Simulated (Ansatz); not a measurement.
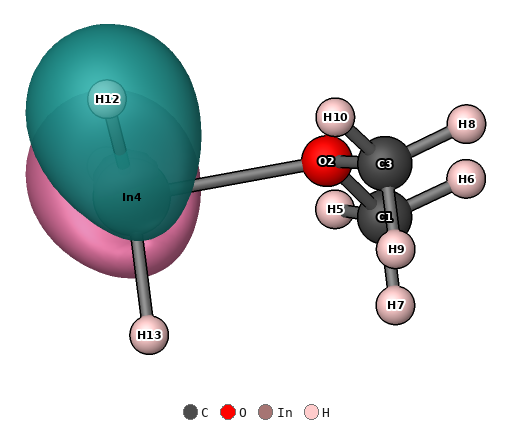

The picture shows: C2H9InO (SMILES C[O+](C)[InH3-]). The HOMO−1 at ±0.15 Å⁻³ᐟ² (teal and pink are the two phases), seen from one side.

Geometry: PBE0-D4/def2-TZVP; core potentials replace the inner electrons of In.

Theory: RKS PBE0-D4/def2-TZVPP in Ansatz.

The calculation's input:

```
crystal:
  periodic: [false, false, false]
  atoms:
    - {symbol: C, position_ang: [-0.440499, 1.268820, -0.678071]}
    - {symbol: O, position_ang: [-0.312082, 0.233069, 0.278212]}
    - {symbol: C, position_ang: [0.683062, 0.505124, 1.247451]}
    - {symbol: In, position_ang: [-0.325946, -1.990224, -0.597050]}
    - {symbol: H, position_ang: [-1.237225, 0.981617, -1.362615]}
    - {symbol: H, position_ang: [-0.704502, 2.207229, -0.180197]}
    - {symbol: H, position_ang: [0.493085, 1.400920, -1.236107]}
    - {symbol: H, position_ang: [0.440939, 1.428320, 1.783438]}
    - {symbol: H, position_ang: [1.667760, 0.602932, 0.777069]}
    - {symbol: H, position_ang: [0.693489, -0.330730, 1.945348]}
    - {symbol: H, position_ang: [-1.790531, -1.783876, -1.496492]}
    - {symbol: H, position_ang: [-0.338884, -2.757180, 0.954830]}
    - {symbol: H, position_ang: [1.191835, -1.800821, -1.420815]}
basis:
  gaussian: {orbitals: def2-TZVPP}
hamiltonian: {xc: pbe0, dispersion: d4}
output: {orbitals: {seedname: orbitals}}
```

Command:

```sh
ansatz run in.yaml --threads 4 --pin off --events-out ev --progress --plain --max-ram 10444MiB
```

### Where does this orbital lie, and at what energy?

It lies mainly on In4 (about 40 %), H11 (about 30 %) and H12 (about 30 %). Its energy is −7.52 eV.
